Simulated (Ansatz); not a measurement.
AlNH₄Cl₂: several calculations on one system

**1. Relaxation**

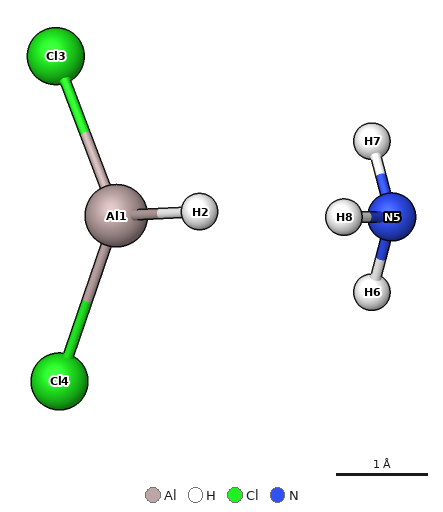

This is the input geometry for a relaxation of AlNH$_{4}$Cl$_{2}$. Style: ball-and-stick. Shown face on.

The run prepares an end point of a later path (reaction) calculation, from a guessed geometry.

Level of theory: Ansatz 0.2.0, RKS PBE0/def2-SVP.

Input file:
```yaml
crystal:
  periodic: [false, false, false]
  atoms:
    - { symbol: Al, position_ang: [0.020743, 0.250551, -0.06053] }
    - { symbol: H, position_ang: [-0.127985, 0.321857, 1.494372] }
    - { symbol: Cl, position_ang: [1.907101, 0.347011, -0.965156] }
    - { symbol: Cl, position_ang: [-1.671113, 0.102808, -1.287526] }
    - { symbol: "N", position_ang: [0.048875, -2.502478, 1.378905] }
    - { symbol: H, position_ang: [-0.694358, -2.733419, 0.724314] }
    - { symbol: H, position_ang: [0.957485, -2.597518, 0.932119] }
    - { symbol: H, position_ang: [-0.072748, -1.534912, 1.736201] }
basis:
  gaussian: { orbitals: def2-SVP }
hamiltonian:
  xc: pbe0
relax:
  f_tol: 0.03
  max_steps: 50
```

Command:
```bash
ansatz run input.yaml --threads 2 --pin off --max-ram 3072MiB --backend cpu --events-out ev --progress --plain --runs-dir out
```

Q: What does the optimiser find from here?

A: The energy falls by 36.0 kcal/mol in 10 geometry steps. The largest force component goes from 1 to 0.0058 eV/Å. The atom that moves furthest after the best rigid fit is N5 (0.70 Å). By element the largest moves are N 0.70 Å, H 0.56 Å, Cl 0.45 Å, Al 0.40 Å. Some distances before and after: Al1–N5 3.107 → 2.039 Å, Al1–Cl3 2.094 → 2.140 Å, Al1–Cl4 2.095 → 2.140 Å, Al1–H2 1.564 → 1.581 Å. New bonds form, among them: Al1–N5 (3.11 → 2.04 Å). Among the angles between lasting bonds that change: Cl3–Al1–Cl4 118.5° → 114.9°, H2–Al1–Cl3 120.9° → 117.7°, H6–N5–H7 110.4° → 108.1°. The run took 23 s on 2 threads of Arm Neoverse V1 (shared host), peak memory 0.18 GiB.

History of the run:

```json
{"step": "0", "E − E(0), kcal/mol": "0.00", "largest force component, eV/Å": "1.0032"}
{"step": "1", "E − E(0), kcal/mol": "-2.55", "largest force component, eV/Å": "1.1702"}
{"step": "2", "E − E(0), kcal/mol": "-4.89", "largest force component, eV/Å": "1.9197"}
{"step": "3", "E − E(0), kcal/mol": "-8.88", "largest force component, eV/Å": "2.1975"}
{"step": "4", "E − E(0), kcal/mol": "-12.60", "largest force component, eV/Å": "1.6455"}
{"step": "5", "E − E(0), kcal/mol": "-28.92", "largest force component, eV/Å": "1.1153"}
{"step": "6", "E − E(0), kcal/mol": "-35.16", "largest force component, eV/Å": "0.2972"}
{"step": "7", "E − E(0), kcal/mol": "-35.58", "largest force component, eV/Å": "0.2638"}
{"step": "8", "E − E(0), kcal/mol": "-35.84", "largest force component, eV/Å": "0.3733"}
{"step": "9", "E − E(0), kcal/mol": "-35.95", "largest force component, eV/Å": "0.0300"}
{"step": "10", "E − E(0), kcal/mol": "-35.95", "largest force component, eV/Å": "0.0058"}
```

Final geometry:

```xyz
8

Al    0.0086   -0.0510    0.2087
H    -0.1765    0.8766    1.4757
Cl    1.9199   -0.0512   -0.7550
Cl   -1.6643   -0.2875   -1.1056
N     0.0612   -1.9497    0.9498
H    -0.6921   -2.4939    0.5228
H     0.9508   -2.3830    0.6918
H    -0.0396   -2.0063    1.9646
```

After the run, drawn alike:

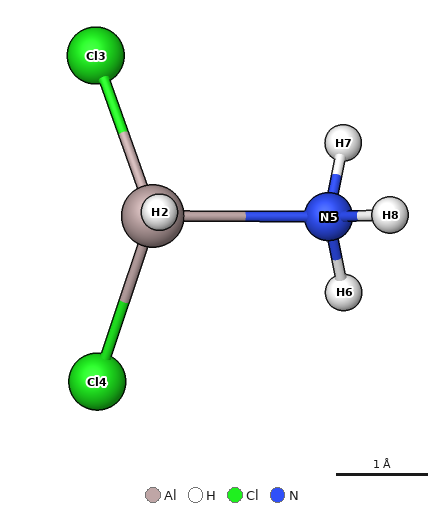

**2. Relaxation**

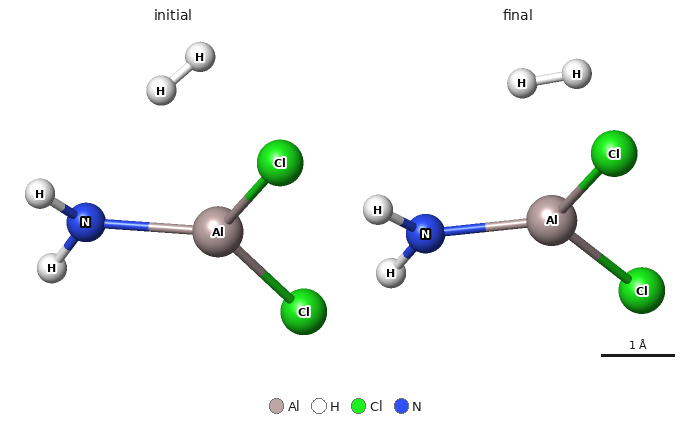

The structure of AlNH$_{4}$Cl$_{2}$ before (left) and after (right) a relaxation, at one scale.

A ball-and-stick model, seen face on.

The run prepares an end point of a later path (reaction) calculation, from a guessed geometry.

All numbers below come from RKS PBE0/def2-SVP in Ansatz 0.2.0.

The input:
```yaml
crystal:
  periodic: [false, false, false]
  atoms:
    - { symbol: Al, position_ang: [0.054527, -0.670954, -0.394699] }
    - { symbol: H, position_ang: [0.005725, 0.217326, 2.218379] }
    - { symbol: Cl, position_ang: [1.829599, 0.375725, -0.736824] }
    - { symbol: Cl, position_ang: [-1.75348, 0.048034, -1.156329] }
    - { symbol: "N", position_ang: [0.059812, -2.243869, 0.589704] }
    - { symbol: H, position_ang: [-0.723337, -2.887371, 0.56725] }
    - { symbol: H, position_ang: [0.918021, -2.711263, 0.856456] }
    - { symbol: H, position_ang: [-0.022868, -0.473729, 2.008763] }
basis:
  gaussian: { orbitals: def2-SVP }
hamiltonian:
  xc: pbe0
relax:
  f_tol: 0.03
  max_steps: 50
```

Command:
```bash
ansatz run input.yaml --threads 2 --pin off --max-ram 3072MiB --backend cpu --events-out ev --progress --plain --runs-dir out
```

> What changed between the two?

The largest move after the best rigid fit is that of H2, 0.50 Å. By element the largest moves are H 0.50 Å, Cl 0.34 Å, Al 0.23 Å, N 0.22 Å. Some distances before and after: Al1–H8 2.413 → 2.301 Å, Al1–N5 1.856 → 1.759 Å, H2–H8 0.723 → 0.766 Å, Al1–Cl3 2.089 → 2.099 Å. Bond angles that change, for instance: Al1–N5–H6 121.6° → 124.5°. After 6 geometry steps the energy has fallen by 0.232 eV. Largest force component: 1.8 eV/Å at the start, 0.027 eV/Å at the end.

Limits of the set-up: the start holds two separate molecules, 2.3 Å apart at their closest, whose relative position is a soft coordinate and is computed without a dispersion correction.

**3. Path**

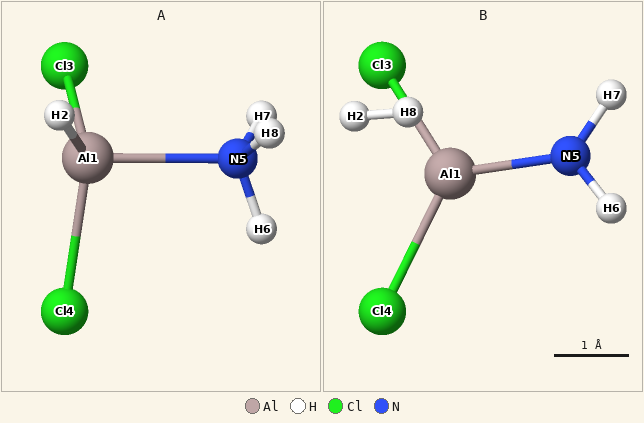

The two relaxed end points of a path for AlNH₄Cl₂. A ball-and-stick model, seen at a tilt.

All numbers below come from Ansatz 0.2.0, RKS PBE0/def2-SVP.

Set-up: 7 movable images; climbing image; force threshold 0.03 eV/Å; iteration limit 60.

Start:
```xyz
8

Al    0.0086   -0.0494    0.2143
H    -0.1763    0.8711    1.4865
Cl    1.9199   -0.0443   -0.7495
Cl   -1.6644   -0.2784   -1.1012
N     0.0611   -1.9522    0.9446
H    -0.6922   -2.4940    0.5146
H     0.9507   -2.3842    0.6842
H    -0.0395   -2.0146    1.9592
```

End:
```xyz
8

Al    0.0895   -0.7383   -0.1721
H    -0.1656    0.5039    1.8300
Cl    1.8680    0.3272   -0.4988
Cl   -1.7196    0.0711   -0.8626
N     0.1416   -2.3882    0.4365
H    -0.6607   -3.0046    0.4952
H     0.9917   -2.8891    0.6686
H    -0.1770   -0.2280    2.0559
```

**Predict the minimum-energy path and its barrier.**

The highest point, image 5, lies 1.55 eV above the start and 0.59 eV above the end; the end is at +0.96 eV relative to the start. Breaking: Al1–H2 (1.58 → 1.80 at the top → 2.37 Å), N5–H8 (1.02 → 1.45 at the top → 2.72 Å). Forming: H2–H8 (2.93 → 0.99 at the top → 0.77 Å). The band converged in 17 iterations. The largest component of the band force went from 11 to 0.0099 eV/Å. The climbing image converged on the top of the path. Its vibrational analysis gives one imaginary mode (1128i cm⁻¹), as a transition state must have.

Energies of the converged images:

```json
{"image": "0", "path (Å)": "0.00", "E (eV)": "0.000"}
{"image": "1", "path (Å)": "0.35", "E (eV)": "0.041"}
{"image": "2", "path (Å)": "0.70", "E (eV)": "0.173"}
{"image": "3", "path (Å)": "1.05", "E (eV)": "0.435"}
{"image": "4", "path (Å)": "1.41", "E (eV)": "1.019"}
{"image": "5", "path (Å)": "1.76", "E (eV)": "1.550"}
{"image": "6", "path (Å)": "2.19", "E (eV)": "1.215"}
{"image": "7", "path (Å)": "2.63", "E (eV)": "1.000"}
{"image": "8", "path (Å)": "3.07", "E (eV)": "0.963"}
```

The geometry at the top of the path:

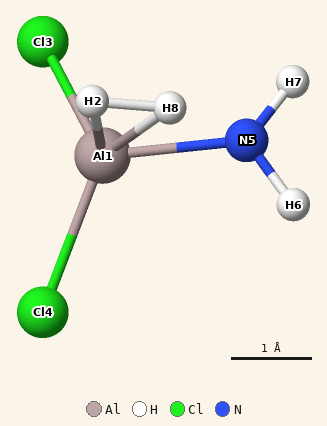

Cost: 3.8 min on 2 threads of Arm Neoverse V1, with other jobs on the host, peak memory 0.18 GiB.
